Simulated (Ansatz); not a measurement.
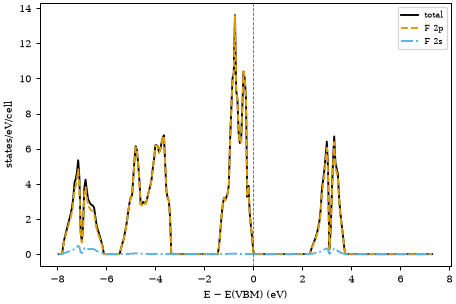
*Total and projected density of states of F in space group C2/m (No. 12; F on 4i, F on 4i), LDA in the plane-wave PAW code Ansatz*

Task: Which orbitals carry the states next to the gap?

Result: Top 1 eV of the valence band: F 2p 100 %. Bottom 1 eV of the conduction band: F 2p 94 %, F 2s 5 %. Projections are on Löwdin-orthogonalised atomic valence shells; empty p or d shells of many metals are not among them.

Task: Where is the tallest occupied peak in this window, and what makes it?

Result: Near -0.8 eV, about 14 states/eV per cell; the largest projected share is F 2p.

The first step of the workflow began from a Materials Project structure, measured or hypothetical; the Crystallography Open Database files this formula in space group No. 12, but the cells were not matched. It is not the usual solid phase (space group No. 15). The cell was relaxed with LDA under the symmetry of its start; its stability against distortions is not shown here. The substance is a gas or liquid at ambient conditions. A crystal of weakly bound molecules computed without a dispersion correction: the cell and the soft elastic constants depend strongly on that.

Potentials: the later of the program's two PAW sets.
